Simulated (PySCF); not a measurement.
# N2 (nitrogen): PBE/STO-3G

What is the vertical singlet–triplet gap of N2 (nitrogen) at PBE/STO-3G? Input form: a Python script.

The results are computed with PySCF 2.14.0.

15 further runs of the same task are left out: 6 that didn't finish, 9 set aside as unsound or not needed.

## (1) The system as given

N2: 2 atoms, total charge 0, spin state singlet. SMILES: `N#N`. The shape is that of a PBE0-D4/def2-TZVP optimisation.

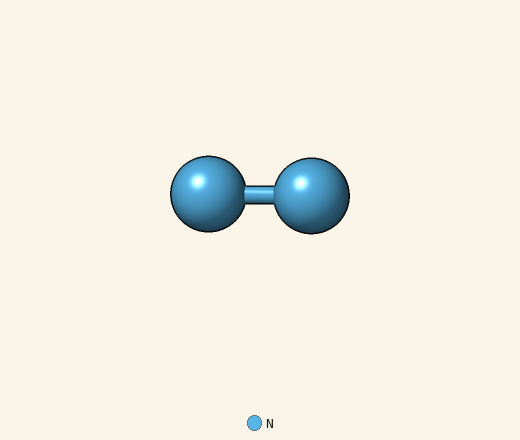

The structure, seen from a chosen angle (nitrogen blue).

## (2) The energy at PBE/STO-3G

calc.py reads:

```python
from pyscf import gto, dft

system = gto.Mole()
system.atom = [
    ('N', (0.465500, -0.150300, 0.239800)),
    ('N', (-0.465500, 0.150300, -0.239800)),
]
system.max_memory = 1860
system.basis = 'sto-3g'
system.charge = 0
system.verbose = 3
system.build()

mf = dft.RKS(system)
mf.xc = 'pbe'
mf.conv_tol = 1e-10
mf.grids.level = 5
mf.kernel()
if not mf.converged:
    mf = mf.newton().run(mf.mo_coeff, mf.mo_occ)

e_final = mf.e_tot
print('E(%s) = %.9f' % ('PBE', e_final))
```

Command:

```
$ OMP_NUM_THREADS=1 python calc.py
```

What it wrote:

```text
converged SCF energy = -107.921819225161
E(PBE) = -107.921819225
```

Wall time 1 s (1 thread of Arm Neoverse V1, shared host); peak memory 0.15 GiB.

## (3) The triplet at the same level

calc.py reads:

```python
from pyscf import gto, dft

system = gto.Mole()
system.atom = '''
N      0.879668    -0.284026     0.453156
N     -0.879668     0.284026    -0.453156
'''
system.charge = 0
system.verbose = 3
system.unit = 'bohr'
system.basis = 'sto-3g'
system.max_memory = 1860
system.spin = 2
system.build()

mf = dft.UKS(system, xc='pbe')
mf.grids.level = 5
mf.conv_tol = 1e-10
mf.kernel()
if not mf.converged:
    mf = mf.newton().run(mf.mo_coeff, mf.mo_occ)

e_final = mf.e_tot
print('E = %.10f Eh' % e_final)
```

Command:

```
$ OMP_NUM_THREADS=1 python calc.py
```

What it wrote:

```text
WARN: HOMO 0.0241272845887524 >= LUMO -0.319066820632574

WARN: HOMO 0.00425812758345012 >= LUMO -0.250061578820003

WARN: HOMO 0.00776782213671001 >= LUMO -0.248023498651312

WARN: HOMO 0.00776337253821102 >= LUMO -0.247780364445665

WARN: HOMO 0.00776272323974281 >= LUMO -0.247779573469877

WARN: HOMO 0.00776266426063776 >= LUMO -0.247779568188079

converged SCF energy = -107.644098522123  <S^2> = 2.0004693  2S+1 = 3.0003128
E = -107.6440985221 Eh
```

It took 1.2 s on 1 thread of Arm Neoverse V1, shared host; peak memory 0.15 GiB.

## (4) Results

Level: PBE/STO-3G.

```
                                        quantity          value
                           singlet: total energy  -107.92182 Eh
                          singlet: dipole moment         0.00 D
                            singlet: HOMO energy       -7.77 eV
                            singlet: LUMO energy        0.33 eV
                          singlet: HOMO–LUMO gap        8.10 eV
                           triplet: total energy  -107.64410 Eh
                          triplet: dipole moment         0.00 D
     triplet: HOMO energy (highest over α and β)        0.21 eV
                                   triplet: ⟨S²⟩          2.000
vertical energy of the triplet above the singlet       7.557 eV
```

At this shape the triplet lies 7.56 eV (174 kcal/mol) above the singlet. In a minimal basis such a difference can be off by several eV, whatever the method.
